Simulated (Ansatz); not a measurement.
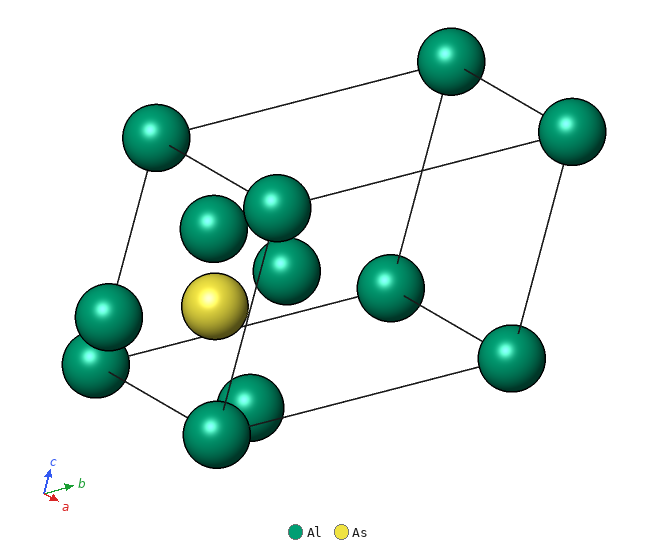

Shown here is a spheres-only view of the crystal, taken slightly off an axis. Thin lines show the simulation cell, with boundary atoms drawn in all their periodic places. Finite groups of bonded atoms are drawn whole.

```yaml
crystal:
  lattice:
    - [0.00000, 4.58813, 4.58813]
    - [4.58813, 0.00000, 4.58813]
    - [4.58813, 4.58813, 0.00000]
  atoms:
    - { symbol: Al, position: [0.40076, 0.79771, 0.40076] }
    - { symbol: Al, position: [0.40076, 0.40076, 0.40076] }
    - { symbol: Al, position: [0.79771, 0.40076, 0.40076] }
    - { symbol: Al, position: [0.40076, 0.40076, 0.79771] }
    - { symbol: Al, position: [0.00000, 0.00000, 0.00000] }
    - { symbol: As, position: [0.25000, 0.25000, 0.25000] }
```

Calculation details: DFT PBE, scalar-relativistic, plane waves, PAW in Ansatz; 420 eV cutoff, the zone sampled with 8×8×8 points, Gaussian smearing of 0.1 eV, no spin polarisation.

Q: Predict the Bader charges.

A: Al +0.14 to +0.51 e; As -2.19 e.

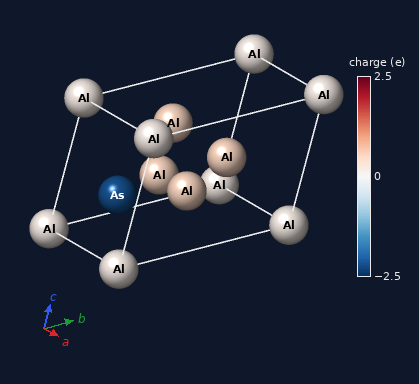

The atoms coloured by those charges.

The starting point was a random cell made by a generator, so it need not be a real form of the compound. Earlier steps of the study, as a rule a relaxation of our own, may have changed the cell and positions, so they can lie some per cent off the listed ones. It went into a calculation with Ansatz.
